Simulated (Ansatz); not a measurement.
```xyz
7

Si   -0.9229    0.4740    0.2327
H     2.4261   -1.7960   -0.5491
H    -0.4157   -0.5634    1.1502
H    -2.1548    0.0844   -0.4790
Cl   -1.2838    2.1733    1.2934
H     2.1488   -1.1490   -0.7980
F     0.2022    0.7767   -0.8501
```

The product side of a reaction path; geometry: PBE0-D4/def2-TZVP.

Theory: RKS PBE0-D4/def2-TZVPP (Ansatz 0.2.0).

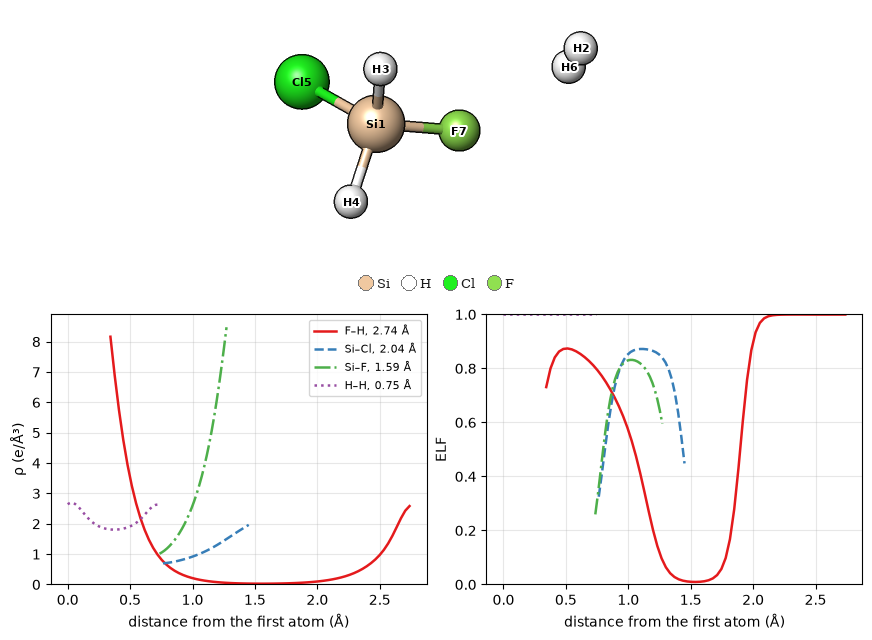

ClFH2Si···H2. Total electron density and electron localisation function along straight lines between neighbouring atoms. The curves leave out the atomic cores. The structure is drawn too.

> Compare the contacts.

F7···H6 (2.74 Å): the density falls to about 0.03 e/Å³ on the way; the ELF dips to about 0 between them (a weak contact between the two molecules).
Si–Cl (2.04 Å): ρ is about 0.95 e/Å³ halfway; the ELF peaks at about 0.85 between the atoms (a shared but strongly polarised pair).
Si–F (1.59 Å): the density is about 1.2 e/Å³ at the midpoint; the ELF peaks at about 0.85 in the valence shell of F, 0.6 Å from its nucleus, and is about 0.50 at the midpoint.
H–H (0.75 Å): ρ at the midpoint is about 1.8 e/Å³; the ELF is about 1 at the midpoint.
